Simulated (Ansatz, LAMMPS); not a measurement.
## Electronic structure of liquid 59SiO2-7Al2O3-7FeO-10MgO-14CaO-3K2O (mol %) at 2300 K (82 atoms)

Wanted: forces, charges and levels of liquid 59SiO2-7Al2O3-7FeO-10MgO-14CaO-3K2O (mol %) at 2300 K (82 atoms).

Method: Kohn-Sham DFT, PBE, PAW (set soft_2), plane waves, in Ansatz 0.2.0.

## Step 1: The starting structure

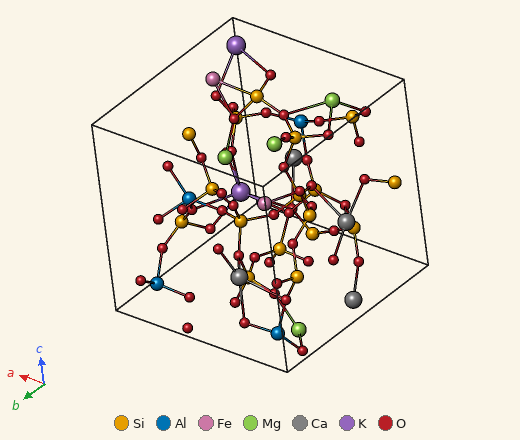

Start, viewed from a free direction; silicon orange, aluminium blue, iron pink, magnesium green, calcium grey, potassium purple, oxygen red. Bonds to atoms that aren't drawn are left out. Some periodic images of atoms are drawn too.

The cell holds 82 atoms: 17 Si, 4 Al, 2 Fe, 3 Mg, 4 Ca, 2 K and 50 O. Cell: a = 10.936 Å, b = 10.936 Å, c = 10.936 Å, α = 90.0°, β = 90.0°, γ = 90.0°. 82 atoms (17 Si, 4 Al, 2 Fe, 3 Mg, 4 Ca, 2 K, 50 O) placed at random at 2.61 g/cm³, melted at 3000 K for 20 ps at fixed volume with the Buckingham and Coulomb pair potential of Guillot and Sator (Geochim. Cosmochim. Acta 71, 1249 (2007)) with the boron terms of Wang et al. (J. Non-Cryst. Solids 498, 294 (2018)). Snapshot at the end of a hold of 10 ps at 2300 K and zero pressure.

Before any run, some limits are plain. The starting topology of bonds comes from the classical model, and needn't be the one that DFT or experiment would give. Without a Hubbard term or exact exchange, open shells on Fe are likely too delocalised. Only the Γ point is sampled, in a cell whose shortest periodic width is 11 Å.

## Step 2: Making the structure

A classical potential supplies the starting structure, since it reaches far longer times than DFT.

This step: classical MD, Buckingham and Coulomb pair potential of Guillot and Sator (Geochim. Cosmochim. Acta 71, 1249 (2007)) with the boron terms of Wang et al. (J. Non-Cryst. Solids 498, 294 (2018)) (LAMMPS 22 Jul 2025 - Update 4).

Input file in.lmp:

```
# melt-quench of Si17Al4Fe2Mg3Ca4K2O50
units metal
atom_style charge
boundary p p p
region box block 0 10.4786 0 10.4786 0 10.4786
create_box 7 box
mass 1 28.0850   # Si
mass 2 26.9815   # Al
mass 3 55.8450   # Fe
mass 4 24.3050   # Mg
mass 5 40.0780   # Ca
mass 6 39.0983   # K
mass 7 15.9990   # O
create_atoms 1 random 17 337078 NULL overlap 1.5 maxtry 2000
create_atoms 2 random 4 337085 NULL overlap 1.5 maxtry 2000
create_atoms 3 random 2 337092 NULL overlap 1.5 maxtry 2000
create_atoms 4 random 3 337099 NULL overlap 1.5 maxtry 2000
create_atoms 5 random 4 337106 NULL overlap 1.5 maxtry 2000
create_atoms 6 random 2 337113 NULL overlap 1.5 maxtry 2000
create_atoms 7 random 50 337120 NULL overlap 1.5 maxtry 2000
pair_style buck/coul/long 9.0
pair_coeff * * 0.0 1.0 0.0
pair_coeff 1 7 50306.10 0.161 46.2978   # Si-O
pair_coeff 2 7 28538.42 0.172 34.5778   # Al-O
pair_coeff 3 7 13032.93 0.19 0   # Fe-O
pair_coeff 4 7 32652.64 0.178 27.281   # Mg-O
pair_coeff 5 7 155667.70 0.178 42.2597   # Ca-O
pair_coeff 6 7 2284.77 0.29 0   # K-O
pair_coeff 7 7 9022.79 0.265 85.0921   # O-O
set type 1 charge 1.89
set type 2 charge 1.4175
set type 3 charge 0.945
set type 4 charge 0.945
set type 5 charge 0.945
# [... 30 lines left out ...]
compute msd all msd com yes
thermo 2500
fix md all npt temp 2300 2300 0.1 iso 0 0 1
run 10000 post no
print "== T2300: mean square displacement over the hold $(c_msd[4]:%.2f) A^2"
unfix md
uncompute msd
write_dump all custom T2300.dump id type xs ys zs modify sort id
```

Started as:

```console
lmp -in in.lmp -log none -nocite
```

Numbers of over 12 decimals in the logs are rounded to 6 here.

The log of the run:

```text
LAMMPS (22 Jul 2025 - Update 4)
Created orthogonal box = (0 0 0) to (10.4786 10.4786 10.4786)
Created 17 atoms
Created 4 atoms
Created 2 atoms
Created 3 atoms
Created 4 atoms
Created 2 atoms
Created 50 atoms
PPPM initialization ...
  G vector (1/distance) = 0.32911064
  grid = 9 9 9
  estimated relative force accuracy = 5.7914363e-05
   Step          Time           Temp          PotEng         Press         Density
         0   0              0             -1.2000225      889318.37      2.6100095
        94   0.094          0             -9.573199      -26159.273      2.6100095
Loop time of 0.0578419 s on 1 MPI rank(s) for 94 steps with 82 atoms
Minimization stats:
[... 26 lines left out ...]
Loop time of 3.35499 s on 1 MPI rank(s) for 10000 steps with 82 atoms
   Step          Time           Temp          PotEng         Press         Density
[... 4 lines left out ...]
Loop time of 3.78918 s on 1 MPI rank(s) for 10000 steps with 82 atoms
   Step          Time           Temp          PotEng         Press         Density
[... 2 lines left out ...]
     45000   45             1789.0671     -9.3432007      18763.803      2.3995383
     47500   47.5           2070.0193     -9.3630843     -10536.543      2.5807538
     50000   50             2438.2342     -9.3248275     -14228.241      2.547284
     51000   51             2247.0286     -9.4163833     -14337.333      2.2960269
Loop time of 3.77623 s on 1 MPI rank(s) for 10000 steps with 82 atoms
== T2300: mean square displacement over the hold 9.95 A^2
```

Wall time 18 s (1 thread of Arm Neoverse V2, shared host); peak memory 0.078 GiB.

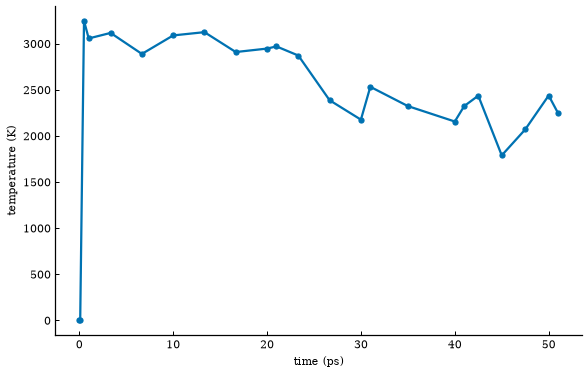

Temperature, plotted against time.

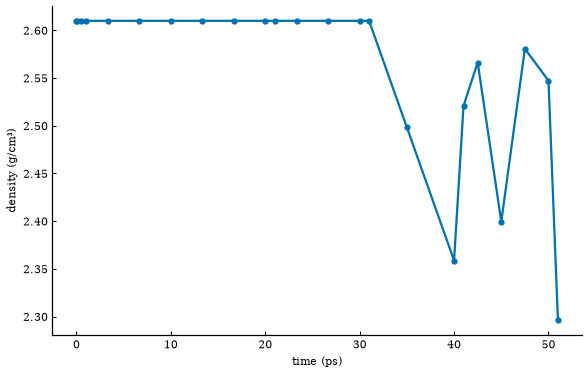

Density against time.

## Step 3: Plane-wave single point

The electrons are solved once, with the atoms held.

Input file input.yaml:

```yaml
crystal:
  lattice:
    - [10.93599, 0.0, 0.0]
    - [0.0, 10.93599, 0.0]
    - [0.0, 0.0, 10.93599]
  atoms:
    - { symbol: Si, position: [0.31582, 0.1163, 0.16349] }
    - { symbol: Si, position: [0.33314, 0.01269, 0.69546] }
    - { symbol: Si, position: [0.30182, 0.43396, 0.83719] }
    - { symbol: Si, position: [0.815, 0.25862, 0.67121] }
    - { symbol: Si, position: [0.01175, 0.84374, 0.42098] }
    - { symbol: Si, position: [0.4858, 0.43338, 0.17526] }
    - { symbol: Si, position: [0.06467, 0.65534, 0.62493] }
    - { symbol: Si, position: [0.47904, 0.66849, 0.4635] }
    - { symbol: Si, position: [0.57159, 0.36119, 0.92701] }
    - { symbol: Si, position: [0.95727, 0.54671, 0.23075] }
    - { symbol: Si, position: [0.49172, 0.81149, 0.71545] }
    - { symbol: Si, position: [0.58761, 0.10143, 0.03184] }
    - { symbol: Si, position: [0.5935, 0.80762, 0.97521] }
    - { symbol: Si, position: [0.44081, 0.70819, 0.19577] }
    - { symbol: Si, position: [0.41775, 0.22749, 0.3972] }
    - { symbol: Si, position: [0.01048, 0.13498, 0.52021] }
    - { symbol: Si, position: [0.28843, 0.46798, 0.55075] }
    - { symbol: Al, position: [0.57107, 0.09881, 0.64003] }
    - { symbol: Al, position: [0.91009, 0.80748, 0.06346] }
    - { symbol: Al, position: [0.7961, 0.64814, 0.46781] }
    - { symbol: Al, position: [0.09065, 0.93335, 0.14161] }
    - { symbol: Fe, position: [0.12319, 0.87414, 0.79535], spin: 4.0 }
    - { symbol: Fe, position: [0.7627, 0.42911, 0.99585], spin: 4.0 }
    - { symbol: Mg, position: [0.17423, 0.70671, 0.00228] }
    - { symbol: Mg, position: [0.2925, 0.17155, 0.88908] }
    - { symbol: Mg, position: [0.68214, 0.50022, 0.64245] }
    - { symbol: Ca, position: [0.28626, 0.92764, 0.37576] }
    - { symbol: Ca, position: [0.73066, 0.00796, 0.33882] }
    - { symbol: Ca, position: [0.10886, 0.39811, 0.00681] }
    - { symbol: Ca, position: [0.169, 0.31414, 0.35795] }
    - { symbol: K, position: [0.8783, 0.12888, 0.96546] }
    - { symbol: K, position: [0.77814, 0.32859, 0.32488] }
    - { symbol: O, position: [0.89239, 0.43592, 0.1501] }
    - { symbol: O, position: [0.62061, 0.6307, 0.4517] }
    - { symbol: O, position: [0.03922, 0.84251, 0.01241] }
    - { symbol: O, position: [0.5745, 0.41667, 0.06477] }
    - { symbol: O, position: [0.37224, 0.88063, 0.77154] }
    - { symbol: O, position: [0.65844, 0.13831, 0.16359] }
    - { symbol: O, position: [0.87195, 0.30767, 0.79918] }
    - { symbol: O, position: [0.14417, 0.18651, 0.52216] }
    - { symbol: O, position: [0.2497, 0.54768, 0.92197] }
    - { symbol: O, position: [0.6154, 0.95772, 0.00964] }
    - { symbol: O, position: [0.49924, 0.75211, 0.06732] }
    - { symbol: O, position: [0.2468, 0.97433, 0.16944] }
    - { symbol: O, position: [0.92108, 0.15655, 0.63404] }
    - { symbol: O, position: [0.75779, 0.76908, 0.0191] }
    - { symbol: O, position: [0.4311, 0.12799, 0.70537] }
    - { symbol: O, position: [0.61018, 0.21365, 0.94429] }
    - { symbol: O, position: [0.35245, 0.39922, 0.13405] }
    - { symbol: O, position: [0.07583, 0.86866, 0.28948] }
    - { symbol: O, position: [0.00739, 0.98424, 0.46707] }
    - { symbol: O, position: [0.43113, 0.35114, 0.86816] }
    - { symbol: O, position: [0.346, 0.32155, 0.4988] }
    - { symbol: O, position: [0.38546, 0.54788, 0.46041] }
    - { symbol: O, position: [0.32033, 0.14816, 0.3018] }
    - { symbol: O, position: [0.96571, 0.68428, 0.16486] }
    - { symbol: O, position: [0.09578, 0.75566, 0.51906] }
    - { symbol: O, position: [0.28915, 0.71232, 0.16196] }
    - { symbol: O, position: [0.88608, 0.93572, 0.16191] }
    - { symbol: O, position: [0.87667, 0.78009, 0.40574] }
    - { symbol: O, position: [0.10026, 0.50208, 0.28475] }
    - { symbol: O, position: [0.44906, 0.10609, 0.0966] }
    - { symbol: O, position: [0.18912, 0.33549, 0.83295] }
    - { symbol: O, position: [0.32465, 0.99907, 0.55581] }
    - { symbol: O, position: [0.15313, 0.54153, 0.57783] }
    - { symbol: O, position: [0.44022, 0.75149, 0.33837] }
    - { symbol: O, position: [0.45376, 0.73003, 0.59144] }
    - { symbol: O, position: [0.34059, 0.49036, 0.69722] }
    - { symbol: O, position: [0.49306, 0.33494, 0.3112] }
    - { symbol: O, position: [0.91398, 0.63338, 0.59473] }
    - { symbol: O, position: [0.95816, 0.19717, 0.4007] }
    - { symbol: O, position: [0.58274, 0.75996, 0.82334] }
    - { symbol: O, position: [0.23145, 0.20245, 0.05864] }
    - { symbol: O, position: [0.65026, 0.44414, 0.82778] }
    - { symbol: O, position: [0.56672, 0.94279, 0.65547] }
    - { symbol: O, position: [0.50678, 0.57939, 0.20799] }
    - { symbol: O, position: [0.51659, 0.14916, 0.47935] }
    - { symbol: O, position: [0.76031, 0.37351, 0.57599] }
    - { symbol: O, position: [0.69973, 0.18089, 0.69246] }
    - { symbol: O, position: [0.8601, 0.57278, 0.34266] }
    - { symbol: O, position: [0.21557, 0.04806, 0.78264] }
    - { symbol: O, position: [0.07669, 0.68572, 0.76899] }
magnetization:
  spin_polarized: true
kpoints:
  mp_grid: { grid: [1, 1, 1] }
hamiltonian:
  xc: pbe
scf:
  occupations: { method: gaussian, width: 0.05 }
  lower_state_search: "off"
output:
  forces: true
  stress: true
  populations: intrinsic
  dos:
    method: { smearing: { sigma: 0.15 } }
    de: 0.1
    projected: { site_lists: { Al: [Al], Ca: [Ca], Fe: [Fe], K: [K], Mg: [Mg] } }
  eigenvalues: true
  write_density: true
  write_potential: true
  volumetric_format: npy
```

Started as:

```console
ansatz run input.yaml --threads 8 --pin off --max-ram 15872MiB --backend cpu --events-out ev --progress --plain --runs-dir out
```

The log of the run:

```text
Engine: ansatz 0.2.0, aarch64-unknown-linux-gnu
Pseudopotentials: kind: paw
Pseudopotential: Si, paw, valence charge 4, recommended cutoff 420 eV (normal), Si.paw.azcp
Pseudopotential: Al, paw, valence charge 3, recommended cutoff 420 eV (normal), Al.paw.azcp
Pseudopotential: Fe, paw, valence charge 16, recommended cutoff 420 eV (normal), Fe.paw.azcp
Pseudopotential: Mg, paw, valence charge 10, recommended cutoff 420 eV (normal), Mg.paw.azcp
Pseudopotential: Ca, paw, valence charge 10, recommended cutoff 420 eV (normal), Ca.paw.azcp
Pseudopotential: K, paw, valence charge 9, recommended cutoff 420 eV (normal), K.paw.azcp
Pseudopotential: O, paw, valence charge 6, recommended cutoff 420 eV (normal), O.paw.azcp
[... 5 lines on functional and potentials left out ...]
Crystal: 82 atoms, lattice volume = 1307.899 Å³
Basis set: ecut = 420 eV, 25533 PW (Γ), exchange–correlation on 150×150×150 points (8 copies of the dense FFT grid, shifted against one another)
Bands: 336, of which v1, the nominal top of the filled ones, is band 250 counted from 1 (249 counted from 0)
Symmetry: 1 space group operations
Space group: P1 (ITA 1), of the structure as read, at distance tolerance 1.1e-4 Å
Magnetic group: BNS 1.1 (UNI 1), of the structure as read, at distance tolerance 1.1e-4 Å
k-points: 1
[... 15 lines on functional and potentials left out ...]
Initial density: superposition of atomic densities (chi_scale 0.1, normalization cell, long waves 14 % of neutral atoms (reshape's long-wave potential 1.14 eV rms, cloud 2.69 Å wide))
Starting moments: Σ|m| = 8 μB on 2 of 82 sites
Initial wavefunctions: pseudopotential atomic-orbital guess
Functional: x = pbe(κ = 0.804, μ = 0.219515), c = pbe(β = 0.066725)
SCF iter   1: F=—  HF=-66563.166390 eV  |F-HF|=—  |Δ(HF+E_count)|=         —  Δρ=1.44e-1 (↑5.23e-2 ↓1.44e-1)  dr2=7.06e2  dr2_m=3.81e1  M=0.253 μB ∫|m|=1.226 μB  β_m=0.30  ethr=3.10e-3  ⟨swp⟩=8.5  Hψ=3311  notcnv=0  defer=99
preconditioner: auto → Resta (q_TF=auto, 2.324 Å⁻¹)  ε∞=3.8  [insulator: Δε(μ)=0.049 eV  Ē_g=12.607 eV  σ=0.050 eV  W_gap=0.51  n_scr=256 (ndim 8)  ℏωp=21.1 eV  f_vac=0.074  D(μ)=33.73/eV (n_scr^D=250)  ε∞_Penn≈3.8]
spin=Collinear: Resta preconditioning applied to the charge; magnetization (m = ρ↑ − ρ↓) channel mixes plain (no charge-response kernel on spin).
SCF iter   2: F=—  HF=-66535.588681 eV  |F-HF|=—  |Δ(HF+E_count)|=    2.76e1  Δρ=1.72e-1 (↑1.72e-1 ↓7.09e-2)  dr2=1.25e3  dr2_m=3.94e1  M=-0.305 μB ∫|m|=0.900 μB  β_m=0.30  ethr=3.10e-3  ⟨swp⟩=5.0  Hψ=1802  notcnv=0  defer=153
preconditioner: auto → Kerker (q_TF=auto, 2.324 Å⁻¹)  [metal: Δε(μ)=0.012 eV  Ē_g=12.823 eV  σ=0.050 eV  W_gap=0.14  n_scr=256 (ndim 8)  ℏωp=20.7 eV  f_vac=0.082  D(μ)=41.79/eV (n_scr^D=304)]
spin=Collinear: Kerker preconditioning applied to the charge; magnetization (m = ρ↑ − ρ↓) channel mixes plain (no charge-response kernel on spin).
SCF iter   3: F=—  HF=-66487.155568 eV  |F-HF|=—  |Δ(HF+E_count)|=    4.84e1  Δρ=9.74e-2 (↑3.58e-2 ↓9.74e-2)  dr2=3.08e2  dr2_m=2.30e1  M=2.322 μB ∫|m|=2.829 μB  β_m=0.30  ethr=3.10e-3  ⟨swp⟩=3.5  Hψ=1325  notcnv=0  defer=156
Mixer restart at iter 3: flushing history
spin-set hold released at iteration 3 (the charge has settled, or the pull on large starting moments outlasts its swing): the magnetisation degrees of freedom join the quasi-Newton model from the next iteration; the mixer history was flushed
SCF iter   4: F=—  HF=-66493.882663 eV  |F-HF|=—  |Δ(HF+E_count)|=    6.73e0  Δρ=6.82e-2 (↑6.82e-2 ↓6.31e-2)  dr2=2.69e2  dr2_m=2.62e0  M=7.436 μB ∫|m|=8.290 μB  β_m=0.25  ethr=3.10e-3  ⟨swp⟩=5.0  Hψ=1334  notcnv=0  defer=152
SCF iter   5: F=—  HF=-66477.127569 eV  |F-HF|=—  |Δ(HF+E_count)|=    1.68e1  Δρ=3.79e-2 (↑2.05e-2 ↓3.79e-2)  dr2=6.17e1  dr2_m=2.80e0  M=8.000 μB ∫|m|=8.164 μB  β_m=0.29  ethr=3.10e-3  ⟨swp⟩=3.5  Hψ=1309  notcnv=0  defer=155
[...]
SCF iter  52: F=—  HF=-66465.493638 eV  |F-HF|=—  |Δ(HF+E_count)|=   2.37e-8  Δρ=4.50e-6 (↑6.85e-7 ↓4.50e-6)  dr2=3.78e-7  dr2_m=5.62e-8  M=8.000 μB ∫|m|=8.243 μB  β_m=0.43  ethr=1.08e-10  ⟨swp⟩=2.0  Hψ=1001  notcnv=0  defer=157
SCF iter  53: F=—  HF=-66465.493638 eV  |F-HF|=—  |Δ(HF+E_count)|=   1.40e-7  Δρ=1.68e-5 (↑1.19e-6 ↓1.68e-5)  dr2=5.57e-6  dr2_m=7.63e-7  M=8.000 μB ∫|m|=8.242 μB  β_m=0.26  ethr=7.56e-11  ⟨swp⟩=2.0  Hψ=1015  notcnv=0  defer=157  recentre
SCF iter  54: F=-66465.493637 eV  HF=-66465.493638 eV  |F-HF|=6.54e-8  |Δ(HF+E_count)|=   1.27e-7  Δρ=2.09e-6 (↑4.72e-7 ↓2.09e-6)  dr2=9.73e-8  dr2_m=1.32e-8  M=8.000 μB ∫|m|=8.243 μB  ethr=2.00e-11  ⟨swp⟩=20.5  Hψ=6286  notcnv=0
SCF 1 converged in 54 iterations: F = -66465.493637 eV  dr2 = 9.73e-8
[...]
WARN: The input density's exchange-correlation potential varies sharply where the density is thin. Do not read a vacuum level from v_tot or v_xc, or from such a field of the output density. On a cell that repeats whose density bears no net charge and no dipole along the vacuum's axis use v_es (v_loc + v_h of the components); [...]
SCF converged after 54 iterations
Magnetization: 8.0000 μB (254.0000 up, 246.0000 down)
Absolute magnetization: 8.2446 μB (∫|ρ↑−ρ↓|, with the PAW one-centre terms)
Spin contamination: 0.0476 ħ² per cell (⟨S²⟩ above its minimum at these occupations)
Per-site moments (μB) at R_I (Å): [(-2.0088890305650022e-5, 0.640592), (0.00025258, 0.634121), (-3.688933632154074e-5, 0.675394), (0.000229857, 0.634458), (-2.0780151753521336e-6, [...]
Free energy (F): -66465.493637 eV
Harris-Foulkes:  -66465.493638 eV  (|F-HF|=6.54e-8)
Internal energy: -66465.468764 eV  (E = F + TS)
E sigma→0 (E₀):  -66465.481201 eV
Entropy (-TS):   -0.024874 eV (-0.303 meV/atom)
Fermi energy:    3.748336 eV
--- Per-component energies (eV) ---
  E_band       = -4579.548983
  E_kinetic    = 12199.031811
  E_local      = -45659.464653  (includes V_loc(G=0)·N_el)
  E_nonlocal   = 3866.247768
  E_hartree    = 17479.380730
  E_xc         = -5933.858288
  E_vxc        = -7054.802566  (∫ρ·V_xc dr)
  E_paw        = -27134.120061  (= ΣΔE_a)
  E_vpaw       = -2889.466287  (= ΣTr[D̂ρ^β])
  E_aug_tail   = 0.126766  (compensation charges beyond the density's cutoff)
  E_ewald      = -21282.812836
  E_smearing   = -0.024874  (= −TS)
  E_closure    = -0.000000  (closes the sum)
  Σ components = -66465.493637   (vs F -66465.493637, Δ=0.00e0)
--- Forces (eV/Å), atoms counted from 1 ---
  atom   1  Si    -1.60725937    -0.34759709    -7.82197007
  atom   2  Si     0.88644088     1.35301123     0.19062115
  atom   3  Si    -0.25391121     1.27838726    -1.39407687
  atom   4  Si     1.74023614     3.33316042    -0.06379871
  atom   5  Si    -1.24846394    -0.54259125    -0.03180688
  atom   6  Si    -5.48961040    -0.61572198     4.70075209
  atom   7  Si    -2.69070219    -1.42078603    -1.69217710
  atom   8  Si    -1.26249540    -2.21337447    -1.86484100
  atom   9  Si    -2.43439628    -1.43335902    -3.54876739
  atom  10  Si     1.71233488     1.56731352     2.26659667
  atom  11  Si     1.73708247     4.05404661    -2.44361702
  atom  12  Si     0.09771901    -0.13338698     6.87398722
  atom  13  Si     7.04569249     0.84989408    -0.36343312
  atom  14  Si    -6.09018143    -2.04571035    -2.01247136
[...]
atom  81  O     -1.22779717    -1.62766787     0.69136619
  atom  82  O      0.98359525     2.85777407     0.69397198
  max |Σ_I F_I| component: 1.76e-4 eV/Å
--- Stress (GPa, compression-positive) ---
       -4.472311       0.758518      -2.348037
        0.758524      -3.077724       1.611203
       -2.348032       1.611195      -4.943225
  P = ⅓ Tr σ = -4.1644 GPa (-41.644 kbar)
--- Band table (eV) ---
  k-point 0 ↑: bands = ["-85.9233", "-85.8718", "-72.4957", "-72.0417", [... 320 levels ...], "11.2829", "11.3491", "11.4272", "11.4676", "11.5392", "11.5646", "11.5874", "11.6682", "11.6986", "11.7293", "11.7740", "11.8751"]
  k-point 0 ↓: bands = ["-82.0891", "-82.0234", "-72.4956", "-72.0442", [... 320 levels ...], "11.3113", "11.3786", "11.4599", "11.4989", "11.5726", "11.5906", "11.6184", "11.6916", "11.7315", "11.7561", "11.8070", "11.9050"]
--- intrinsic populations: 82 sites ---
  site symbol       q [e]    m [muB]
     0     Si      2.3978    -0.0003
     1     Si      2.4154     0.0001
     2     Si      2.4186    -0.0004
[...]
81      O      6.9520     0.0903
  spilling = 0.000000 (of n_electrons = 500.000000)
```

It took 47 s on 8 threads of Arm Neoverse V2, shared host; peak memory 2.7 GiB; 6 min of CPU time.

Reading the cycles: dr2 is the Hartree energy of the density residual (eV), the measure of convergence; HF is the Harris–Foulkes estimate of the energy, which meets the free energy F at convergence.

The program notes that the exchange-correlation potential is rough where the density is thin.

The run gave:

```yaml
free_energy: -66465.4936 eV
free_energy_per_atom: -810.5548 eV/atom
scf_cycles: 54
pressure: -4.164 GPa
r_m_s_force_component: 2.019 eV/Å
longest_force: 10.39 eV/Å
fermi_energy: 3.748 eV
levels_partly_filled_by_over_2_per_cent: 3
total_moment: 8 μB
absolute_moment: 8.245 μB
```

Length of the force by element:

| element | coordination | atoms | mean length of the force (eV/Å) | spread | least | most |
| --- | --- | --- | --- | --- | --- | --- |
| Al | all | 4 | 4.94 | 3.31 | 1.53 | 10.4 |
| Ca | all | 4 | 1.86 | 0.617 | 1.21 | 2.62 |
| Fe | all | 2 | 1.65 | 0.920 | 0.734 | 2.57 |
| K | all | 2 | 0.388 | 0.128 | 0.260 | 0.516 |
| Mg | all | 3 | 2.15 | 0.231 | 1.88 | 2.45 |
| O | all | 50 | 2.51 | 1.43 | 0.456 | 9.35 |
| Si | all | 17 | 4.45 | 2.04 | 1.36 | 7.99 |

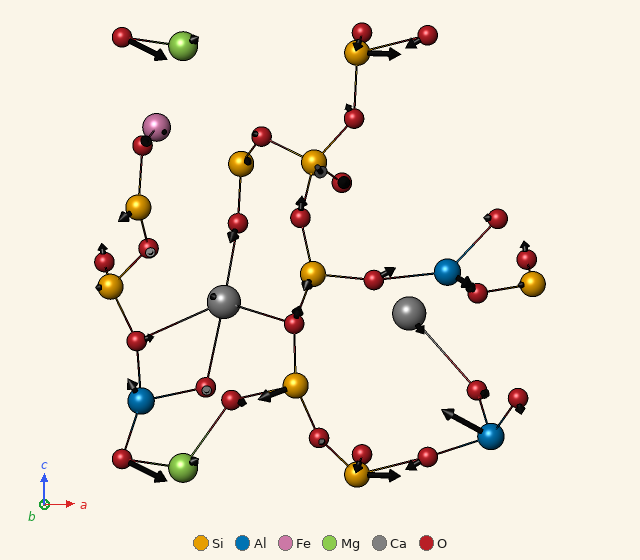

Forces as arrows; the longest in the cell is 10.4 eV/Å. Drawn is a slice 5 Å thick, seen along the normal of the ac plane.

(Part 1 of 2 ends here.)

[Logs are printed without paths, hosts, clocks, repeated set-up lines and the standing remarks that a program may print on its own settings, such as how far it seeks lower states.]

[Hosts, paths, dates, database ids (printed as entryN), source tags and the programs' standing remarks are cut or masked in the printed files.]
